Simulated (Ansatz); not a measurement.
# BLYP/STO-3G run of InH2F (SMILES [F][InH2])

Aim: the electronic atomisation energy of InH2F at BLYP/STO-3G, from 4 runs. 

The calculation is run with Ansatz 0.2.0.

57 further runs of the same task are left out: 3 that didn't finish, 54 set aside as unsound or not needed.

## 1. The structure to begin with

The species is InH2F (4 atoms), meant as a singlet with charge 0. SMILES: `[F][InH2]`. The shape is that of a PBE0-D4/def2-TZVP optimisation.

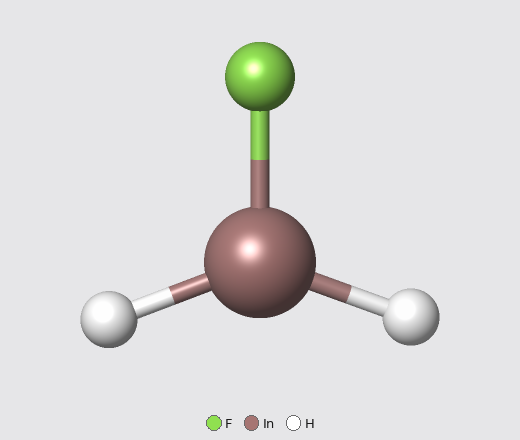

Viewed from a chosen angle; fluorine green, indium brown, hydrogen white.

## 2. A single-point energy at BLYP/STO-3G

Input file run.yaml:

```yaml
crystal:
  periodic: [false, false, false]
  atoms:
    - {symbol: F, position_ang: [-1.631800, -0.629400, 0.188600]}
    - {symbol: In, position_ang: [0.194400, 0.052300, -0.026300]}
    - {symbol: H, position_ang: [1.304300, -0.965100, 0.767900]}
    - {symbol: H, position_ang: [0.188600, 1.481900, -0.950400]}
basis:
  gaussian:
    orbitals: STO-3G
hamiltonian:
  xc: {name: BLYP}
accuracy: high
```

Command:

```bash
$ ansatz run run.yaml --threads 1 --pin off --max-ram 2610MiB --events-out events.jsonl --progress --plain --runs-dir runs
```

What it wrote:

```text
Warning: RAYON_NUM_THREADS=1 ignored (pool sized by the plan → 1); use --threads N
Functional definition: BLYP
  name "BLYP"
  parameter beta = 0.0042
  parameter a = 0.04918
  parameter b = 0.132
  parameter c = 0.2533
  parameter d = 0.349
  exchange = b88_x(beta = beta)
  correlation = lyp_c(a = a, b = b, c = c, d = d)
622 factors; integrals over basis functions are off by at most 4.0e-9 eV
mean field evaluation 1: about -157394.0040 eV, gradient 3.2e1 eV
mean field evaluation 2: about -157352.9027 eV, gradient 1.1e2 eV
mean field evaluation 4: about -157397.9619 eV, gradient 6.4e0 eV
mean field evaluation 8: about -157398.0458 eV, gradient 3.4e-1 eV
mean field evaluation 16: about -157398.0463 eV, gradient 2.1e-6 eV
mean field -157398.04630050 eV, -5784.2715133158 hartree, gradient 7.4e-8 eV, S^2 0.000000; 0 other end points of the search recorded, 0 dependent functions left out
reference -157398.04633441 eV, -5784.2715145618 hartree; 30, 30 occupied and 4, 4 virtual orbitals, 622 factors
Total energy: -157398.04633441 eV, -5784.2715145618 hartree
```

Run time: 1.4 s. Hardware: 1 thread of Arm Neoverse V2, shared host; peak memory 0.099 GiB.

## 3. The F atom at the same level

Input file run.yaml:

```yaml
crystal:
  periodic: [false, false, false]
  atoms:
    - {symbol: F, position_ang: [0.000000, 0.000000, 0.000000]}
basis:
  gaussian: {orbitals: STO-3G}
magnetization: {spin_polarized: true, initial_magnetization: 1}
hamiltonian: {xc: {name: BLYP}}
accuracy: high
```

Run the same way, it converges to -98.23564 Eh (log not shown).

## 4. The H atom, same level

Input file in.yaml:

```yaml
crystal:
  periodic: [false, false, false]
  atoms:
    - {symbol: H, position_ang: [0.000000, 0.000000, 0.000000]}
basis:
  gaussian: {orbitals: STO-3G}
magnetization: {spin_polarized: true, initial_magnetization: 1}
hamiltonian: {xc: {name: BLYP}}
accuracy: high
```

Command:

```bash
$ ansatz run in.yaml --threads 1 --pin off --max-ram 2610MiB --events-out events.jsonl --progress --plain --runs-dir runs
```

What it wrote, cut to the lines that bear on the results:

```text
Warning: RAYON_NUM_THREADS=1 ignored (pool sized by the plan → 1); use --threads N
[... 9 set-up lines as earlier in the session ...]
1 factors; integrals over basis functions are off by at most 4.6e-10 eV
mean field evaluation 1: about -12.5918 eV, gradient 0.0e0 eV
mean field evaluation 2: about -12.5918 eV, gradient 0.0e0 eV
mean field -12.59181263 eV, -0.4627405790 hartree, gradient 0.0e0 eV, S^2 0.750000; 0 other end points of the search recorded, 0 dependent functions left out
reference -12.59183075 eV, -0.4627412451 hartree; 1, 0 occupied and 0, 1 virtual orbitals, 1 factors
Total energy: -12.59183075 eV, -0.4627412451 hartree
```

Wall time 0.06 s (1 thread of Arm Neoverse V2, shared host).

## 5. The In atom at the same level

Input file input.yaml:

```yaml
basis:
  gaussian: {orbitals: STO-3G}
crystal:
  periodic: [false, false, false]
  atoms:
    - {symbol: In, position_ang: [0.000000, 0.000000, 0.000000]}
magnetization: {spin_polarized: true, initial_magnetization: 1}
hamiltonian: {xc: {name: BLYP}}
accuracy: high
```

Run the same way, it converges to -5684.57069 Eh (log not shown).

## 6. What came out

At BLYP/STO-3G:

| quantity | value |
| --- | --- |
| molecule: total energy | -5784.27151 Eh |
| F atom: total energy | -98.23564 Eh |
| F atom: ⟨S²⟩ | 0.750 |
| H atom: total energy | -0.46274 Eh |
| H atom: ⟨S²⟩ | 0.750 |
| In atom: total energy | -5684.57069 Eh |
| In atom: ⟨S²⟩ | 0.750 |
| electronic atomisation energy | 14.686 eV |

What this shows: Taking the molecule apart into free atoms costs 14.69 eV (339 kcal/mol), before zero-point energy and without spin-orbit coupling. In a minimal basis such a difference can be off by several eV, whatever the method. Relativity is left out (molecule) although the molecule holds a heavy atom. Relativity is left out (In atom) although the molecule holds a heavy atom.
